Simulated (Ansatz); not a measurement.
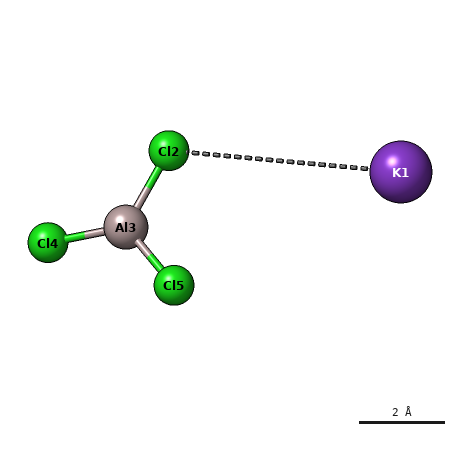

Two molecules or ions; the broken line marks their closest contact (measured against van der Waals radii). State: charge +1, singlet. Geometry: a pair of rigid molecules at a changed separation. Program: Ansatz 0.2.0.

### Which two species are they?

K and AlCl3 (`[Cl][Al]([Cl])[Cl].[K+]`).

### How long is the contact?

K1···Cl2 is 6.25 Å.

Give the counterpoise-corrected interaction energy (kcal/mol, monomers kept as in the pair) with RHF-CCSD(T) (frozen core)/def2-TZVPPD; ωB97M-V/def2-TZVPPD.

```
                                level  interaction energy (kcal/mol)
RHF-CCSD(T) (frozen core)/def2-TZVPPD                           −2.3
                  ωB97M-V/def2-TZVPPD                           −2.3
```
